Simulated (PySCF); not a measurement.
## Electronic structure of C₆H₁₀OSi (SMILES C=C[SiH2]OC1=CCC1) in real space

```yaml
atoms:
  - { symbol: C, position_ang: [4.0699, 0.1629, -0.1722] }
  - { symbol: C, position_ang: [2.8298, -0.0828, 0.2160] }
  - { symbol: Si, position_ang: [1.3191, 0.3275, -0.8150] }
  - { symbol: O, position_ang: [0.1261, -0.2339, 0.1479] }
  - { symbol: C, position_ang: [-1.1963, -0.2506, -0.0183] }
  - { symbol: C, position_ang: [-2.2192, -0.7158, 0.6993] }
  - { symbol: C, position_ang: [-3.2453, -0.2609, -0.3090] }
  - { symbol: C, position_ang: [-2.0509, 0.2794, -1.1376] }
  - { symbol: H, position_ang: [4.2807, 0.6228, -1.1240] }
  - { symbol: H, position_ang: [4.9310, -0.0794, 0.4318] }
  - { symbol: H, position_ang: [2.6717, -0.5481, 1.1817] }
  - { symbol: H, position_ang: [1.3015, -0.3604, -2.1115] }
  - { symbol: H, position_ang: [1.1587, 1.7673, -1.0522] }
  - { symbol: H, position_ang: [-2.3164, -1.2252, 1.6384] }
  - { symbol: H, position_ang: [-3.9369, 0.5031, 0.0428] }
  - { symbol: H, position_ang: [-3.8073, -1.0589, -0.7919] }
  - { symbol: H, position_ang: [-2.0258, 1.3602, -1.2647] }
  - { symbol: H, position_ang: [-1.8992, -0.2010, -2.1026] }
```

Geometry: GFN2-xTB.

Computed with PySCF, CAM-B3LYP/def2-SVPD, SCF density, gas phase.

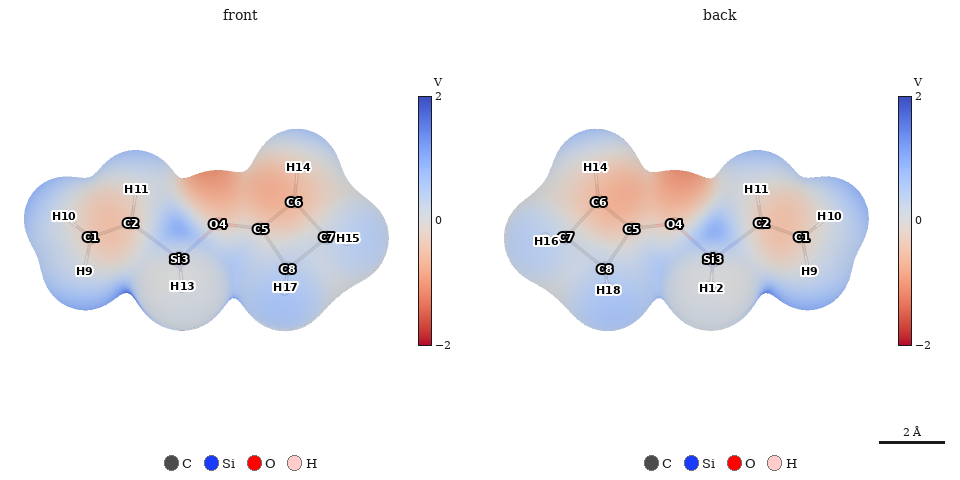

Figure 1. The electrostatic potential painted on the density surface at 0.002 e/bohr³, seen from the front and from behind; the colour scale runs from red (negative) to blue (positive).

Which sites attract a positive test charge, and which a negative one?

A positive charge is drawn to the negative regions and a negative charge to the positive ones. The most negative region (about −1.0 V) lies over O4, the most positive (about +1.5 V) over Si3.

How polar is the molecule by this calculation?

Its dipole moment is 0.96 D.

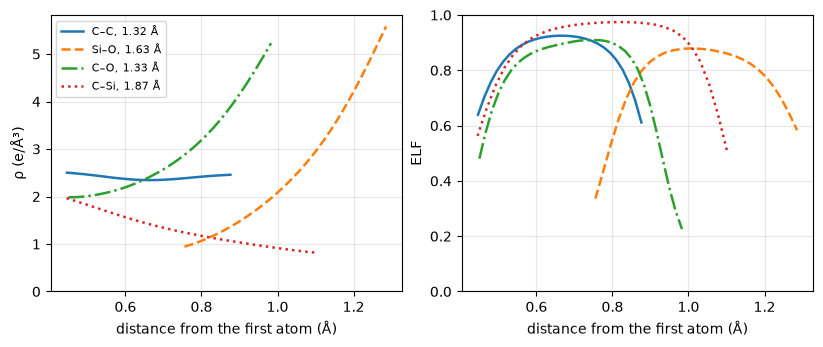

Figure 2. Total electron density and ELF along straight lines between neighbouring atoms. The curves leave out the atomic cores.

What kind of bonding do the profiles show?

C–C (1.32 Å): the density is about 2.3 e/Å³ at the midpoint; the ELF peaks at about 0.95 between the atoms (a multiple bond).
Si–O (1.63 Å): ρ is about 1.1 e/Å³ halfway; the ELF peaks at about 0.90 between the atoms (a polar covalent bond).
C–O (1.33 Å): ρ is about 2.4 e/Å³ halfway; the ELF peaks at about 0.90 between the atoms; a polar covalent bond.
C–Si (1.87 Å): the density is about 0.99 e/Å³ at the midpoint; the ELF peaks at about 1 between the atoms, as expected for a shared electron pair.
